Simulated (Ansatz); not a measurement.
# BH₁₈N₃Si₆: how energies converge with the basis set

Aim: see how fast density functionals converge with the basis set for BH₁₈N₃Si₆.

Program: Ansatz 0.2.0, Gaussian basis. Level of theory: one geometry, several basis sets. These are calculated values, not measurements.

Plan: PBE0-D4/def2-SVP; ωB97M-V/def2-SVP; PBE0-D4/def2-QZVPP; ωB97M-V/def2-QZVPP; the functionals' def2-TZVPP values are taken from earlier runs.

## (1) Structure used throughout

The geometry comes from an earlier relaxation with PBE0-D4 in a triple-zeta def2 set; it is a stationary point, not always the lowest conformer.

SMILES `[SiH3]N([SiH3])B(N([SiH3])[SiH3])N([SiH3])[SiH3]`, 28 atoms, charge 0, spin multiplicity 1.

Atoms are counted from 1 here; the program's logs count them from 0.

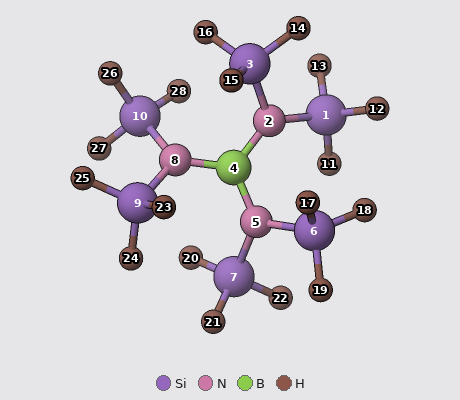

The structure; silicon purple, nitrogen pink, boron green, hydrogen brown; atoms are numbered from 1 in the order of the file.

As a file:

```xyz
28
charge 0, multiplicity 1
Si   -1.0604   -1.8519   -1.8528
N    -0.4984   -1.3314   -0.2870
Si   -0.3460   -2.5344    0.9666
B     0.0004   -0.0005   -0.0051
N    -0.7474    1.1605   -0.4436
Si   -2.4883    1.0660   -0.4019
Si   -0.0246    2.5638   -1.1831
N     1.1945    0.1690    0.7984
Si    1.2058    1.4617    1.9689
Si    2.6777   -0.7086    0.5374
H    -0.8745   -0.7448   -2.8223
H    -2.4833   -2.2774   -1.8275
H    -0.2459   -3.0218   -2.2808
H    -1.2285   -3.6689    0.5851
H    -0.7828   -1.9695    2.2673
H     1.0404   -3.0515    1.1114
H    -2.9342    0.4909    0.8912
H    -3.0534    0.2494   -1.5084
H    -2.9991    2.4557   -0.5413
H     1.4320    2.3295   -1.3372
H    -0.2643    3.8008   -0.3966
H    -0.6360    2.7562   -2.5264
H    -0.0646    1.4623    2.7357
H     1.3932    2.8022    1.3538
H     2.3497    1.2053    2.8839
H     3.0658   -1.5219    1.7181
H     3.7683    0.2724    0.2857
H     2.5176   -1.5787   -0.6532
```

## (2) PBE0-D4 in def2-SVP

in.yaml

```yaml
crystal:
  periodic: [false, false, false]
  atoms:
    - {symbol: Si, position_ang: [-1.060403, -1.851939, -1.852751]}
    - {symbol: N, position_ang: [-0.498397, -1.331429, -0.287009]}
    - {symbol: Si, position_ang: [-0.345974, -2.534371, 0.966551]}
    - {symbol: B, position_ang: [0.000403, -0.000531, -0.005096]}
    - {symbol: N, position_ang: [-0.747354, 1.160529, -0.443566]}
    - {symbol: Si, position_ang: [-2.488336, 1.066008, -0.401932]}
    - {symbol: Si, position_ang: [-0.024604, 2.563846, -1.183114]}
    - {symbol: N, position_ang: [1.194460, 0.168954, 0.798449]}
    - {symbol: Si, position_ang: [1.205763, 1.461736, 1.968902]}
    - {symbol: Si, position_ang: [2.677696, -0.708621, 0.537426]}
    - {symbol: H, position_ang: [-0.874548, -0.744804, -2.822263]}
    - {symbol: H, position_ang: [-2.483268, -2.277381, -1.827468]}
    - {symbol: H, position_ang: [-0.245911, -3.021773, -2.280780]}
    - {symbol: H, position_ang: [-1.228536, -3.668916, 0.585130]}
    - {symbol: H, position_ang: [-0.782803, -1.969512, 2.267277]}
    - {symbol: H, position_ang: [1.040387, -3.051484, 1.111364]}
    - {symbol: H, position_ang: [-2.934192, 0.490933, 0.891230]}
    - {symbol: H, position_ang: [-3.053421, 0.249445, -1.508414]}
    - {symbol: H, position_ang: [-2.999108, 2.455732, -0.541272]}
    - {symbol: H, position_ang: [1.431951, 2.329484, -1.337178]}
    - {symbol: H, position_ang: [-0.264259, 3.800834, -0.396642]}
    - {symbol: H, position_ang: [-0.635972, 2.756220, -2.526380]}
    - {symbol: H, position_ang: [-0.064621, 1.462295, 2.735672]}
    - {symbol: H, position_ang: [1.393192, 2.802235, 1.353818]}
    - {symbol: H, position_ang: [2.349681, 1.205286, 2.883914]}
    - {symbol: H, position_ang: [3.065755, -1.521941, 1.718121]}
    - {symbol: H, position_ang: [3.768264, 0.272439, 0.285720]}
    - {symbol: H, position_ang: [2.517556, -1.578674, -0.653210]}
basis:
  gaussian: {orbitals: def2-SVP}
hamiltonian: {xc: pbe0, dispersion: d4}
output: {orbitals: {seedname: orbitals}}
```

The run is started by

```sh
ansatz run in.yaml --threads 5 --pin off --events-out ev --progress --plain --max-ram 66560MiB --backend cpu
```

Further steps of the session: ωB97M-V in def2-SVP; PBE0-D4 in def2-QZVPP; ωB97M-V in def2-QZVPP.

Before running them: what should the planned runs give, taken together? Wanted: PBE0-D4: double and triple zeta above quadruple; ωB97M-V: double and triple zeta above quadruple.

**Answer**, as computed:

| quantity | value |
| --- | --- |
| PBE0-D4: double and triple zeta above quadruple | 24.78, 1.96 eV |
| ωB97M-V: double and triple zeta above quadruple | 25.01, 1.80 eV |

What this shows: For PBE0-D4 the step from double to triple zeta gains 22.82 eV and the next only 1.96 eV. Total energies overstate the basis error of differences, where much of it tends to cancel. The LUMO of ωB97M-V is positive and keeps falling with the basis (1.72 to 1.04 eV): an unbound level that the basis holds in place.
